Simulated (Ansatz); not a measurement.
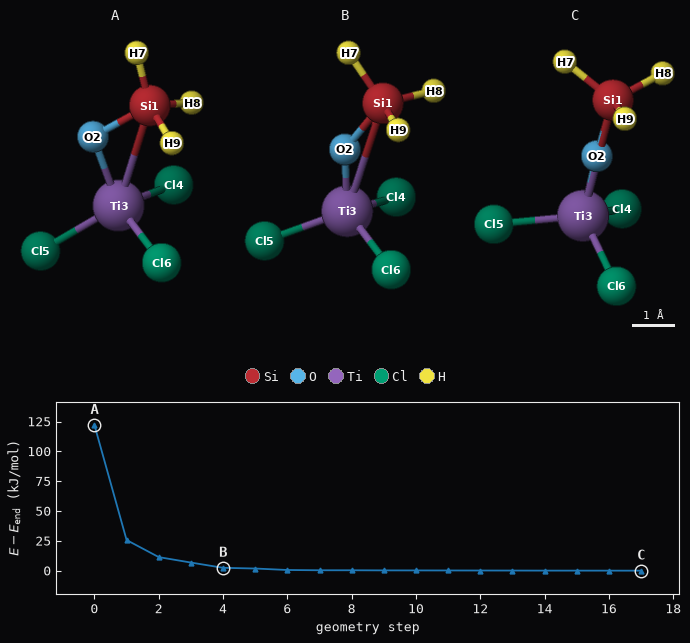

Frames of a relaxation of TiSiH$_{3}$OCl$_{3}$ (coarse preliminary run), marked on the history of the run. The picture is a ball-and-stick view, seen from a free direction.

The start comes from a force field.

Level of theory: Ansatz 0.2.0, RKS PBE-D4/def2-SVP. (force threshold 0.03 eV/Å; at most 200 steps)

Describe the path.

After 17 geometry steps the energy has fallen by 122.0 kJ/mol. The largest force component goes from 2.6 to 0.0027 eV/Å. The forces were under the threshold at step 7, but the run went on from there. O2 moves most after the best rigid fit: 1.17 Å. Largest moves by element: O 1.17 Å, H 0.96 Å, Cl 0.84 Å, Ti 0.30 Å, Si 0.20 Å. Some distances before and after: Si1–Ti3 2.999 → 3.447 Å, O2–Ti3 1.995 → 1.750 Å, Ti3–Cl5 2.350 → 2.191 Å, Ti3–Cl6 2.340 → 2.191 Å. Among the angles between lasting bonds that change: Si1–O2–Ti3 107.4° → 177.0°, O2–Si1–H7 111.4° → 108.2°, H8–Si1–H9 107.9° → 110.7°. Cost: 45 s on 4 threads of Arm Neoverse V2 (shared host). From step 0 to 4: O2 moves most (0.63 Å), energy −119.6 kJ/mol. From step 4 to 17: O2 moves most (0.56 Å), energy −2.40 kJ/mol.

| step | E − E(0), kJ/mol | largest force component, eV/Å |
| --- | --- | --- |
| 0 | 0.00 | 2.6161 |
| 1 | -96.36 | 1.2639 |
| 2 | -110.66 | 0.8376 |
| 3 | -115.23 | 0.3617 |
| 4 | -119.63 | 0.2617 |
| 5 | -120.23 | 0.3762 |
| 6 | -121.47 | 0.0600 |
| 7 | -121.69 | 0.0285 |
| 8 | -121.70 | 0.1187 |
| 9 | -121.79 | 0.0462 |
| 10 | -121.82 | 0.0269 |
| 11 | -121.86 | 0.0631 |
| 12 | -121.90 | 0.0748 |
| 13 | -121.93 | 0.0843 |
| 14 | -121.98 | 0.0694 |
| 15 | -121.99 | 0.0603 |
| 16 | -122.01 | 0.0532 |
| 17 | -122.03 | 0.0027 |
